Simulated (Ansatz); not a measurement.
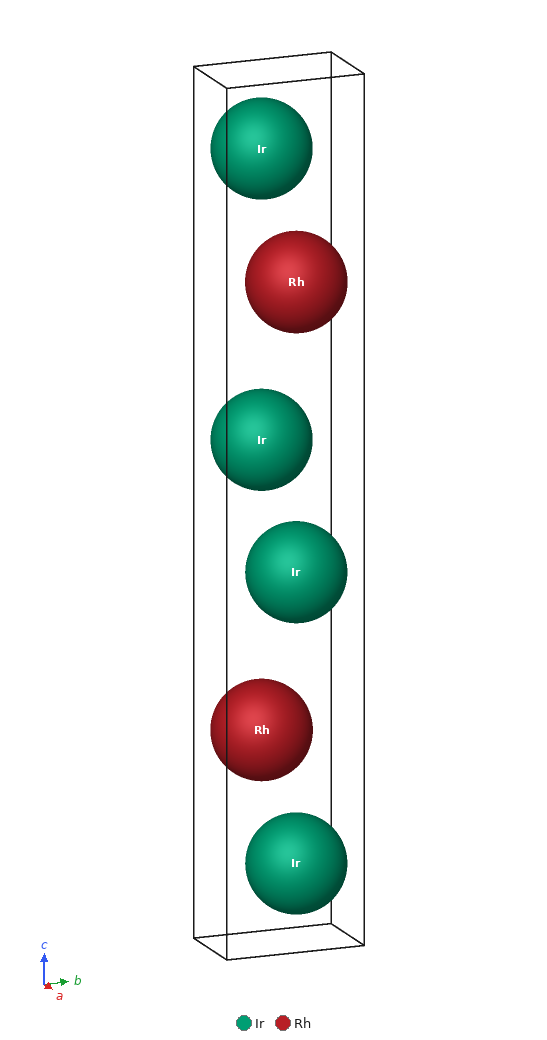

A spheres-only rendering, viewed slightly off an axis. The outline marks the conventional unit cell.

Ir$_{2}$Rh, space group P6_3/mmc (No. 194), a = 2.740 Å, b = 2.740 Å, c = 13.288 Å, α = 90.00°, β = 90.00°, γ = 120.00°. Origin of the cell: a structure type filled with these elements by a generator (whether the compound takes this form wasn't checked). Earlier steps of the study may have refined or changed the cell and positions. It was run through Ansatz as a DFT input.

This one geometry was computed with Ansatz (DFT, plane waves, PAW) at three levels of theory: PBE with spin-orbit coupling, PBE and r2SCAN.

Question: Which level gives the highest pressure at this volume, and what does that say about its equilibrium volume?

Answer: Highest: PBE with spin-orbit coupling (0.6 GPa), which points to the largest equilibrium volume. Lowest, with the smallest volume: r2SCAN (-7.0 GPa). Levels within 0.5 GPa of each other can't be told apart.

Question: How does the band gap change with the level of theory?

Answer: All levels give a metal.

Question: Collect the results in a table.

Answer:
| level | cutoff (eV) | k-mesh of the run's cell | gap (eV) | pressure (GPa) |
| --- | --- | --- | --- | --- |
| PBE with spin-orbit coupling | 420 | 18×18×4 | metal | 0.6 |
| PBE | 420 | 18×18×4 | metal | 0.0 |
| r2SCAN | 500 | 18×18×4 | metal | -7.0 |

Gaps are taken on the k-mesh or band path of each run.
